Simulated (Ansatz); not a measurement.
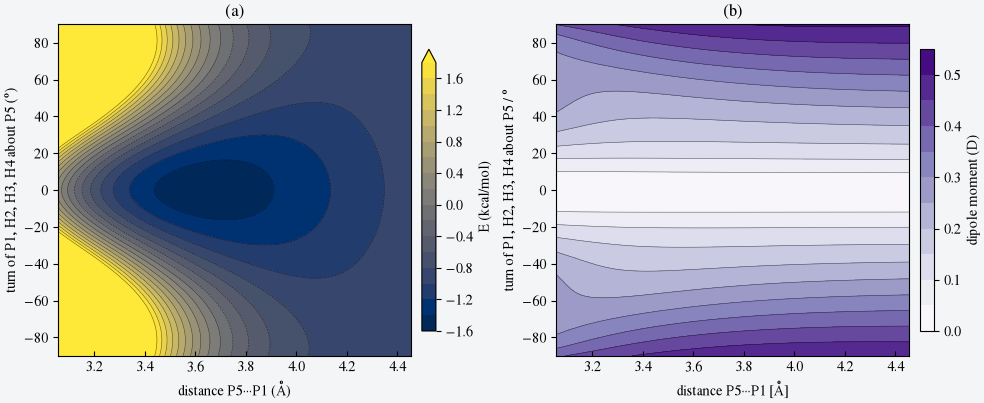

The pair H₃P···H₃P. The turn is about an axis along (−0.71, 0.68, −0.18) in the frame of the relaxed pair, normal to the line between the partners. The first coordinate is: distance P5···P1; the second: turn of P1, H2, H3, H4 about P5. Grid: 11 × 11 points. Points are written as (first, second). Energies are in kcal/mol, from the two partners far apart, frozen as in the relaxed pair, each in its own basis (no counterpoise correction). Method: RHF-MP2, frozen core/def2-TZVPD in Ansatz 0.2.0.

Panel (a) is the energy and panel (b) the computed dipole moment on the same grid.

The picture shows filled contours, one colour for all values above the top of the scale. Between grid points the surface is interpolated.

How does the dipole moment vary over the map, and what is it at the lowest grid point?

Answer. Leaving out the highest fifth of the energies, it runs from 0.01 D at (3.055 Å, 0°) to 0.51 D at (4.263 Å, 90°). At the lowest grid point, (3.585 Å, 0°), it is 0.01 D.
